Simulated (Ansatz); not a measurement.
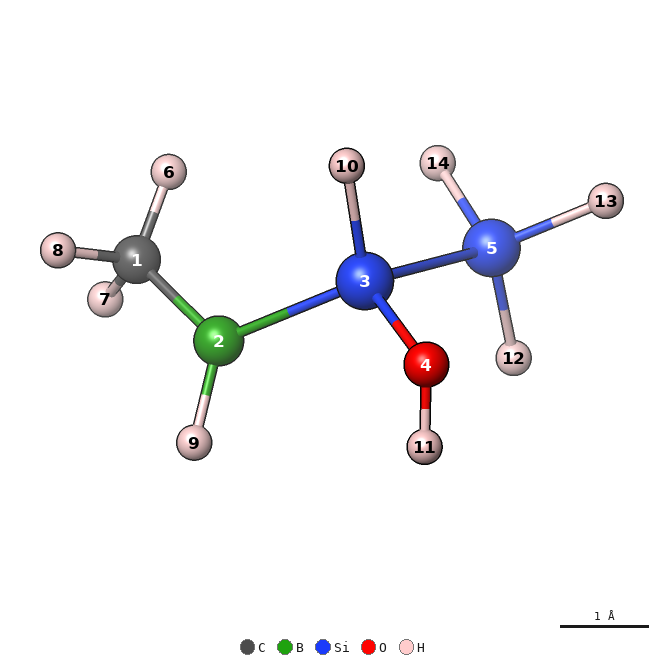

Orthographic view. Depth is shown by fading: the farther an atom, the more it takes the colour of the background. The computed structure is the end point of a PBE0-D4/def2-TZVP optimisation. No frequency run is at hand to confirm it as a minimum.

Write a MOL file (V2000) with the atoms in numerical order, bonds sorted by atom number with the orders drawn, and coordinates in the frame of the picture: x right, y up, z towards the viewer, origin at the mean position.

```
CH9BOSi2
                    3D

 14 13  0  0  0  0  0  0  0  0999 V2000
   -2.1200    0.2900   -0.6200 C   0  0  0  0  0  0  0  0  0  0  0  0
   -1.1700   -0.6400    0.1800 B   0  0  0  0  0  0  0  0  0  0  0  0
    0.5000    0.0500    1.0400 Si  0  0  1  0  0  4  0  0  0  0  0  0
    1.2100   -0.9100    2.2000 O   0  0  0  0  0  0  0  0  0  0  0  0
    1.9600    0.4300   -0.7900 Si  0  0  0  0  0  4  0  0  0  0  0  0
   -1.7500    1.3000   -0.8300 H   0  0  0  0  0  0  0  0  0  0  0  0
   -2.4800   -0.1600   -1.5500 H   0  0  0  0  0  0  0  0  0  0  0  0
   -3.0200    0.4000    0.0000 H   0  0  0  0  0  0  0  0  0  0  0  0
   -1.4500   -1.8100    0.2500 H   0  0  0  0  0  0  0  0  0  0  0  0
    0.3000    1.3700    1.6900 H   0  0  0  0  0  0  0  0  0  0  0  0
    1.1900   -1.8600    2.0400 H   0  0  0  0  0  0  0  0  0  0  0  0
    2.2100   -0.8400   -1.5400 H   0  0  0  0  0  0  0  0  0  0  0  0
    3.2700    0.9700   -0.3400 H   0  0  0  0  0  0  0  0  0  0  0  0
    1.3400    1.4000   -1.7300 H   0  0  0  0  0  0  0  0  0  0  0  0
  1  2  1  0
  1  6  1  0
  1  7  1  0
  1  8  1  0
  2  3  1  0
  2  9  1  0
  3  4  1  0
  3  5  1  0
  3 10  1  0
  4 11  1  0
  5 12  1  0
  5 13  1  0
  5 14  1  0
M  END
```
